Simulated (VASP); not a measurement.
Band structure of KZnF$_{3}$ (cubic perovskite). Computed with rev-vdW-DF2, VASP's PBE PAW potentials (set 64) (plane waves; VASP 6.6.1).

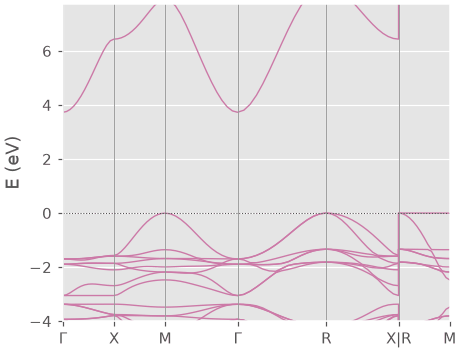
Fig. 1. Bands along high-symmetry lines, zero at the valence-band maximum or, without a gap, the Fermi level

Read the plot: is there a gap, and where are the band edges?

The gap is indirect, 3.73 eV, from the valence maximum at R to the conduction minimum at Γ. (Edges off the drawn lines would not show.)

The compound is KZnF3 in the cubic perovskite structure. It was relaxed first.
